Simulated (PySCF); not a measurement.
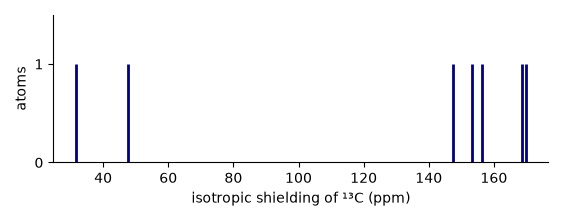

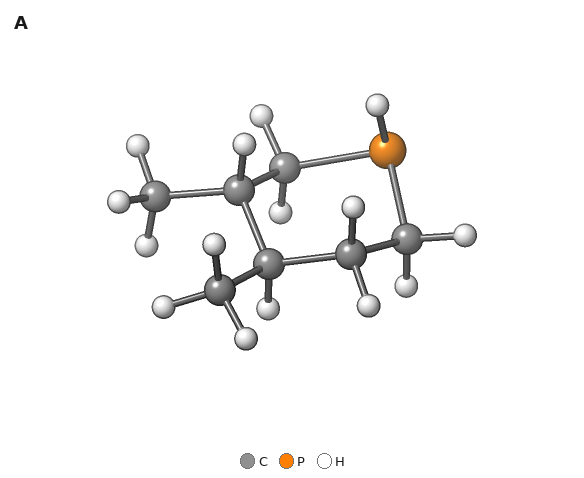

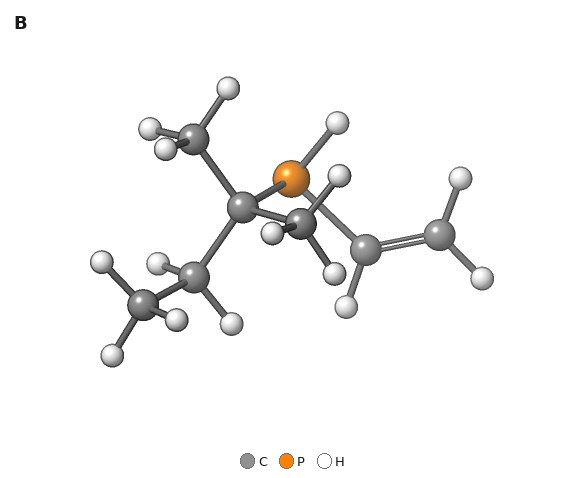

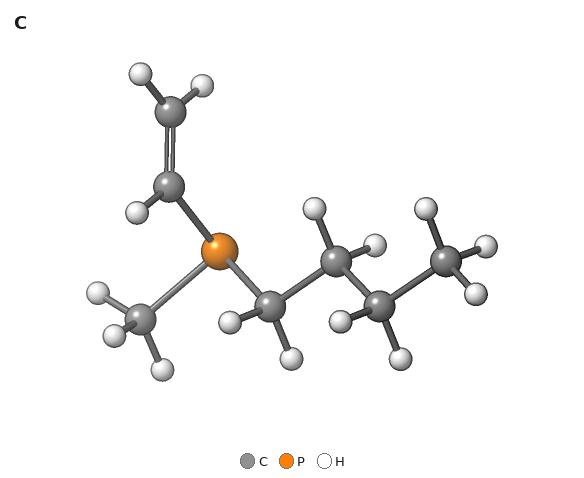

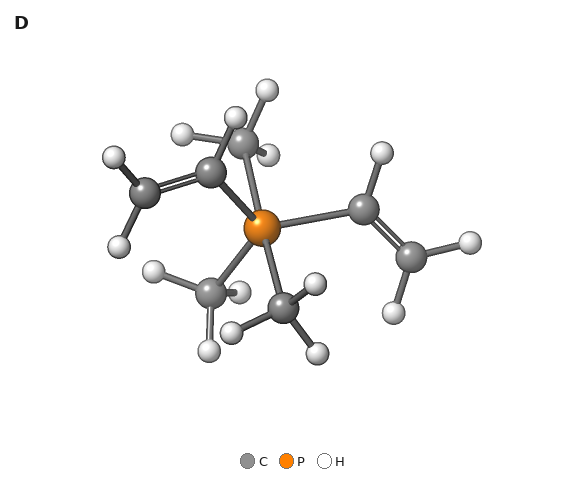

The sticks are computed shieldings of one of the molecules, for one fixed geometry (GFN2-xTB) without averaging over rotations. Low shielding means a high chemical shift. Method: GIAO PBE0/pcSseg-1 NMR shielding, non-relativistic, gas phase (PySCF 2.14.0).

### Match the spectrum to a structure.

C, `C=CP(C)CCCC`. Its 7 C atoms give lines at 31.6, 47.7, 147.6, 153.2, 156.3, 168.8, 169.8 ppm.

The geometry is semi-empirical. Around P such bond lengths and angles can be off by a tenth of an ångström or more and by several degrees, and values that hang on the shape move with them.
